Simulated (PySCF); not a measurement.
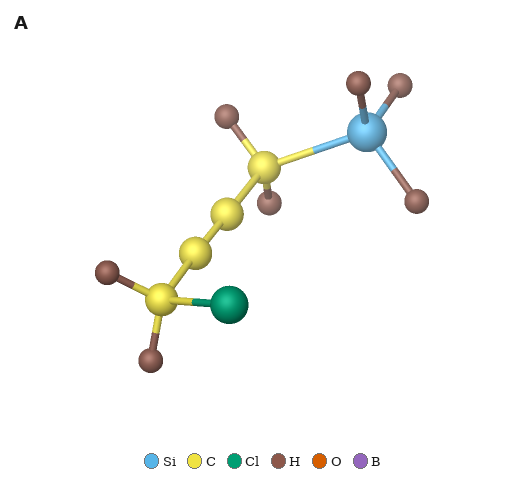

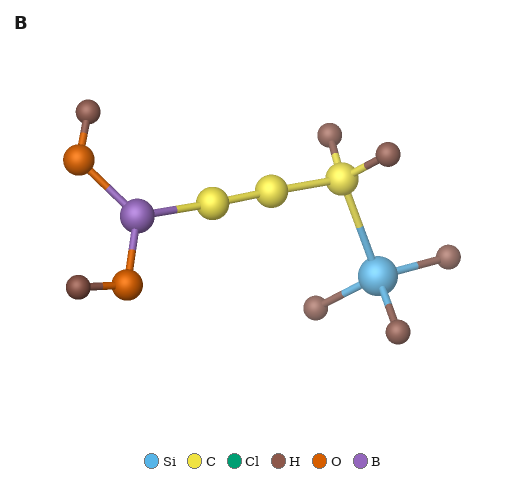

Two related species, optimised with GFN2-xTB; properties computed with PySCF 2.14.0. Both: charge 0, singlet.

**Identify both.**

A is C4H7ClSi ([SiH3]CC#CCCl), B is C3H7BO2Si (OB(O)C#CC[SiH3]).

Compare them. With PBE0/def2-SVPD: dipole moment (D), HOMO–LUMO gap (eV), HOMO energy (Kohn–Sham orbital) (eV), lowest vertical singlet excitation (eV), mean static polarisability (bohr³). With GFN2-xTB: mean Si–C length (Å), mean Si–H length (Å).

```json
{"quantity": "dipole moment (D)", "A": "2.38", "B": "1.95"}
{"quantity": "HOMO–LUMO gap (eV)", "A": "7.09", "B": "7.21"}
{"quantity": "HOMO energy (Kohn–Sham orbital) (eV)", "A": "−7.47", "B": "−7.48"}
{"quantity": "lowest vertical singlet excitation (eV)", "A": "5.68", "B": "5.42"}
{"quantity": "mean static polarisability (bohr³)", "A": "91.9", "B": "86.5"}
{"quantity": "mean Si–C length (Å)", "A": "1.917", "B": "1.914"}
{"quantity": "mean Si–H length (Å)", "A": "1.463", "B": "1.464"}
```

Each is one conformer, and no frequency run is at hand to confirm it as a minimum.

The geometry is semi-empirical. Around B, Si such bond lengths and angles can be off by a tenth of an ångström or more and by several degrees, and values that hang on the shape move with them.
